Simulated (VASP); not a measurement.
Energy against volume of MgSe (rock salt). Level of theory: revTPSS meta-GGA, VASP's PBE PAW potentials (set 64) (plane waves; VASP 6.6.1).

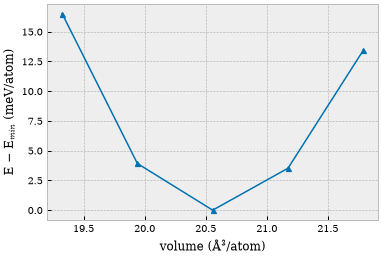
Figure: Energy against volume

Task: Estimate the equilibrium volume and the bulk modulus.

Result: The minimum lies near 20.6 Å³/atom, and the curvature gives B0 of about 64 GPa.

Measured: a 5.460 Å (computed value off by +0.3 %), as given by M J Lucero et al., Journal of Physics Condensed Matter (2012), arXiv:1111.4515. The calculation is for a static lattice, while the measured a holds thermal and zero-point effects, which are part of the difference.

The compound is MgSe in the rock salt structure. It was relaxed first.
